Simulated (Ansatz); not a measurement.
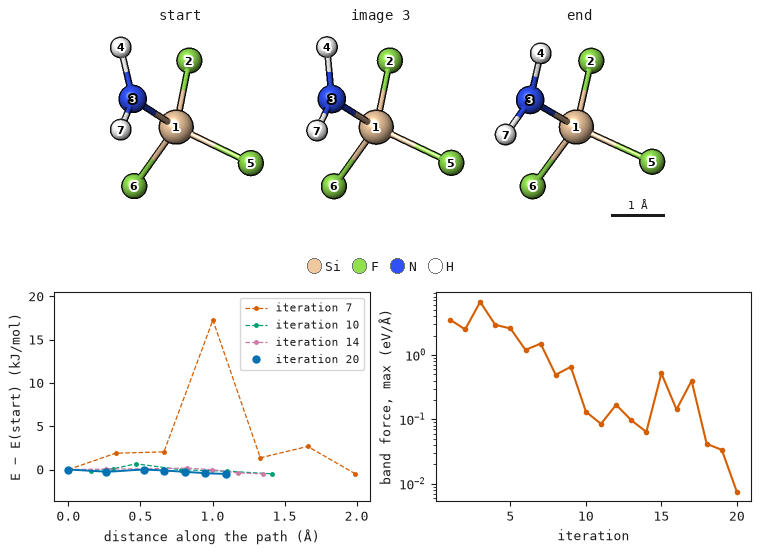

NEB run on SiNH2F3. Images are numbered from 0 (start) to 6 (end). The plot follows the band through its iterations. A ball-and-stick model, seen from a free direction.

Level of theory: RKS BLYP-D4/def2-SVP (Ansatz 0.2.0). Settings: 5 movable images; climbing image; force threshold 0.03 eV/Å; iteration limit 60; starting path through a guess of the saddle point.

Question: How did the profile develop, and is the result final?

Answer: The run is converged, with reservations. The band converged in 20 iterations. The largest component of the band force went from 3.5 to 0.0074 eV/Å. The first iteration put the highest image at 292.84 kJ/mol. Relative to the start the highest point is image 0 at 0.00 kJ/mol and the end lies at −0.49 kJ/mol, but the profile dips to −0.23 kJ/mol at image 1 on the way, so there is an intermediate minimum on the way.

The run took 2.1 min on 2 threads of Arm Neoverse V1, on a shared host, peak memory 0.086 GiB.
